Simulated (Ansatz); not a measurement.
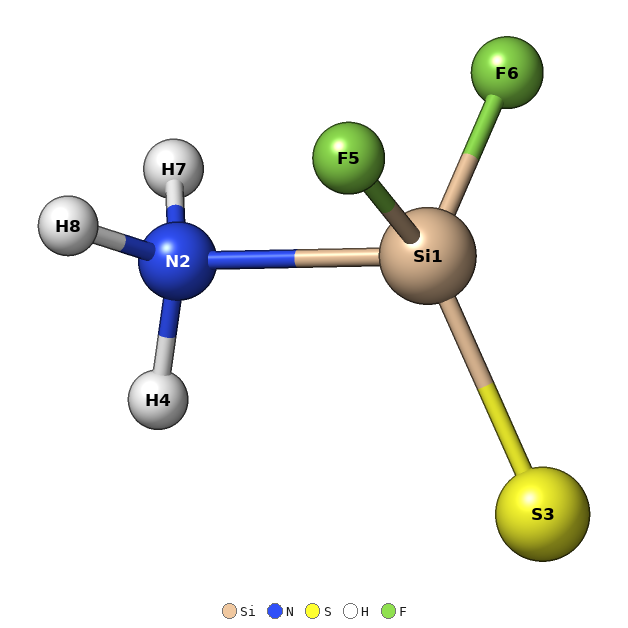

Sticks follow a distance rule. Harmonic vibrations computed with RKS PBE0-D4/def2-TZVP (Ansatz 0.2.0) at a stationary point of the same level.

**How many imaginary frequencies does it have?**

A first-order saddle point: one imaginary frequency, 102i cm⁻¹.

**List the wavenumbers.**

18 modes: 102i, 183, 214, 258, 322, 340, 511, 639, 734, 753, 920, 952, 1295, 1636, 1646, 3458, 3576, 3579 cm⁻¹.
